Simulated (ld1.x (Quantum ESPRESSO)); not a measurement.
**Pseudopotential generation for W: TM, PBEsol, part 1 of 2**

Task: generate the file, and judge it by its errors in other configurations, its logarithmic derivatives, its ghosts and its cutoff.

Method: ld1.x (Quantum ESPRESSO) 7.5, PBEsol, scalar-relativistic.

### Step 1. The atom and the settings

Typed settings, in words:

* element: tungsten (W, Z = 74)
* type: norm-conserving Troullier–Martins (Kleinman–Bylander form)
* frozen core: [Xe] 4f14
* valence charge: 6
* reference configuration: 5d4 6s2 6p0
* partial waves: 6s (bound): rc 2.80 bohr; 6p (bound, empty): rc 2.55 bohr; 5d (bound): rc 2.45 bohr
* local potential: the d channel
* core correction: Bessel-smoothed model core inside 1.50 bohr

An earlier all-electron run gives the scale for the radii.

All-electron outer shells of the reference configuration (PBEsol, scalar-relativistic, ld1.x):

```
shell  level (eV)  outermost node (bohr)  outermost maximum (bohr)
   5p      -43.22                   0.57                      1.09
   4f      -33.24                      –                      0.43
   6s       -5.75                   1.28                      2.64
   5d       -4.51                   0.63                      1.49
   6p       -1.33                   1.54                      3.70
```

### Step 2. Generation

File W.in:

```
 &input
   title='W', zed=74., rel=1, dft='PBESOL', iswitch=3,
   config='[Xe] 4f14 5d4 6s2 6p0',
   nld=3, rlderiv=3.05, eminld=-2.0, emaxld=5.0, deld=0.02
 /
 &inputp
   pseudotype=2, tm=.true., lloc=2,
   nlcc=.true., new_core_ps=.true., rcore=1.50,
   file_pseudopw='W.UPF', file_wfcaegen='ae.wfc', file_wfcncgen='nc.wfc', file_beta='beta', file_chi='chi'
 /
3
6S  1  0   2.00   0.00  2.80  2.80  0.0
6P  2  1   0.00   0.00  2.55  2.55  0.0
5D  3  2   4.00   0.00  2.45  2.45  0.0
 &test
   configts(1)='5d4 6s2 6p0'
 /
```

Started as:

```console
ld1.x < W.in > W.out
```

The output, W.out (without the banner and most projector matrices):

```text
     Program LD1 v.7.5
     --------------------------- All-electron run ----------------------------

     W
     scalar relativistic calculation

     atomic number is 74.00
     dft =PBESOL   lsd =0 sic =0 latt =0  beta=0.20 tr2=1.0E-14
     Exchange-correlation= PBESOL
                           (   1   4  10   8   0   0   0)
     mesh =1273 r(mesh) =  99.08072 a.u. xmin = -7.00 dx = 0.01250
     1 Ry =  13.60569312 eV, c = 137.03599908

     n l     nl                  e(Ry)          e(Ha)          e(eV)
     1 0     1S 1( 2.00)     -5106.1401     -2553.0700    -69472.5750
     2 0     2S 1( 2.00)      -881.3270      -440.6635    -11991.0646
     2 1     2P 1( 6.00)      -770.7920      -385.3960    -10487.1593
     3 0     3S 1( 2.00)      -202.9587      -101.4793     -2761.3933
     3 1     3P 1( 6.00)      -170.2322       -85.1161     -2316.1277
     4 0     4S 1( 2.00)       -41.8458       -20.9229      -569.3409
     4 1     4P 1( 6.00)       -31.1112       -15.5556      -423.2890
     3 2     3D 1(10.00)      -132.5923       -66.2962     -1804.0105
     5 0     5S 1( 2.00)        -5.8143        -2.9071       -79.1074
     5 1     5P 1( 6.00)        -3.1767        -1.5883       -43.2212
     4 2     4D 1(10.00)       -17.5123        -8.7561      -238.2667
     4 3     4F 1(14.00)        -2.4430        -1.2215       -33.2382
     5 2     5D 1( 4.00)        -0.3316        -0.1658        -4.5117
     6 0     6S 1( 2.00)        -0.4223        -0.2112        -5.7458
     6 1     6P 1( 0.00)        -0.0979        -0.0489        -1.3315

     final scf error:  2.3E-15 reached in  33 iterations

     Etot =  -32275.537659 Ry,  -16137.768830 Ha, -439131.060773 eV

     Ekin =   35567.121355 Ry,   17783.560677 Ha,  483915.338422 eV
     Encl =  -79818.466412 Ry,  -39909.233206 Ha,-1085985.559547 eV
     Eh   =   12611.683664 Ry,    6305.841832 Ha,  171590.697692 eV
     Exc  =    -635.876266 Ry,    -317.938133 Ha,   -8651.537340 eV

     normalization and overlap integrals

     s(1S/1S) =  1.000000  <r> =   0.0183  <r2> =    0.0005  r(max) =   0.0115
     s(2S/2S) =  1.000000  <r> =   0.0776  <r2> =    0.0071  r(max) =   0.0653
     s(2P/2P) =  1.000000  <r> =   0.0694  <r2> =    0.0059  r(max) =   0.0541
     s(3S/3S) =  1.000000  <r> =   0.2011  <r2> =    0.0462  r(max) =   0.1842
     s(3P/3P) =  1.000000  <r> =   0.2014  <r2> =    0.0470  r(max) =   0.1842
     s(4S/4S) =  1.000000  <r> =   0.4496  <r2> =    0.2282  r(max) =   0.4204
     s(4P/4P) =  1.000000  <r> =   0.4781  <r2> =    0.2601  r(max) =   0.4419
     s(3D/3D) =  1.000000  <r> =   0.1824  <r2> =    0.0390  r(max) =   0.1490
     s(5S/5S) =  1.000000  <r> =   1.0667  <r2> =    1.2791  r(max) =   0.9593
     s(5P/5P) =  1.000000  <r> =   1.2493  <r2> =    1.7719  r(max) =   1.0870
     s(4D/4D) =  1.000000  <r> =   0.5115  <r2> =    0.3032  r(max) =   0.4531
     s(4F/4F) =  1.000000  <r> =   0.6078  <r2> =    0.4646  r(max) =   0.4310
     s(5D/5D) =  1.000000  <r> =   2.0716  <r2> =    5.2601  r(max) =   1.4858
     s(6S/6S) =  1.000000  <r> =   3.1621  <r2> =   11.4190  r(max) =   2.6404
     s(6P/6P) =  1.000000  <r> =   4.7859  <r2> =   27.0086  r(max) =   3.7004

     ------------------------ End of All-electron run ------------------------

     --------------------- Generating NC pseudopotential ---------------------

      Generating local pot.: lloc=2, matching radius rcloc =   2.4500

      Computing core charge for nlcc:

       r > 1.50 : true rho core
      Core charge pseudized with two Bessel functions
      Integrated core pseudo-charge :  16.25

      Wfc   6S  rcut= 2.776  Using Troullier-Martins method

      Wfc   6P  rcut= 2.575  Using Troullier-Martins method

     ------------------- End of pseudopotential generation -------------------

     [... the all-electron block is printed once more ...]


     Computing logarithmic derivative in   3.04867
     Computing logarithmic derivative in   3.04867
     Computing the partial wave expansion
     R is outside the sphere for l=    0 j= 0.00
     R is outside the sphere for l=    1 j= 0.00
       no projector for channel:   2

     ---------------------- Testing the pseudopotential ----------------------

     W
     scalar relativistic calculation

     atomic number is 74.00   valence charge is  6.00
     dft =PBESOL   lsd =0 sic =0 latt =0  beta=0.20 tr2=1.0E-14
     mesh =1273 r(mesh) =  99.08072 xmin = -7.00 dx = 0.01250

     n l     nl             e AE (Ry)        e PS (Ry)    De AE-PS (Ry)
     3 2     5D   1( 4.00)       -0.33160       -0.33160        0.00000
     1 0     6S   1( 2.00)       -0.42231       -0.42231        0.00000
     2 1     6P   1( 0.00)       -0.09787       -0.09787       -0.00000

     eps = 1.5E-15  iter = 16

     Etot =  -32275.537659 Ry,  -16137.768830 Ha, -439131.060773 eV
     Etotps =   -43.348288 Ry,     -21.674144 Ha,    -589.783499 eV

     Ekin =      12.897210 Ry,       6.448605 Ha,     175.475480 eV
     Encl =     -37.003118 Ry,     -18.501559 Ha,    -503.453065 eV
     Ehrt =      13.450501 Ry,       6.725250 Ha,     183.003389 eV
     Ecxc =     -33.586271 Ry,     -16.793136 Ha,    -456.964497 eV
     (Ecc =     -28.308621 Ry,     -14.154311 Ha,    -385.158410 eV)
     Epseu=       0.893390 Ry,       0.446695 Ha,      12.155195 eV

     ---------------------- End of pseudopotential test ----------------------
```

It took 1.9 s on 1 thread of Neoverse-V1, shared host. This counts the later configuration tests of the new file too.

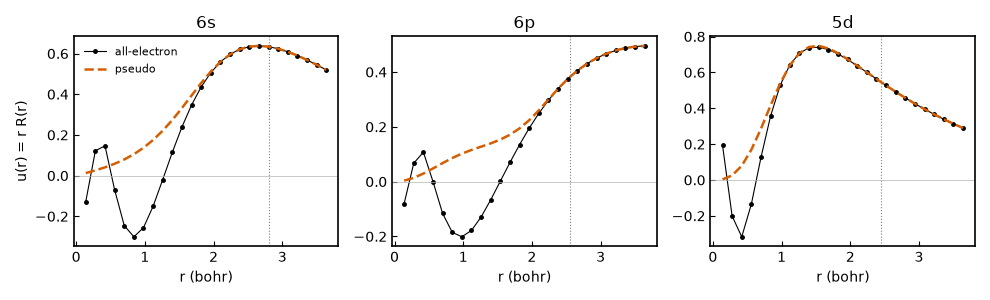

Bound waves of the atom and their pseudo partners (6s, 6p, 5d), with the matching radii dotted. The curves join 26 sampled radii, too few to resolve the innermost nodes.

(Continued in part 2 of 2.)
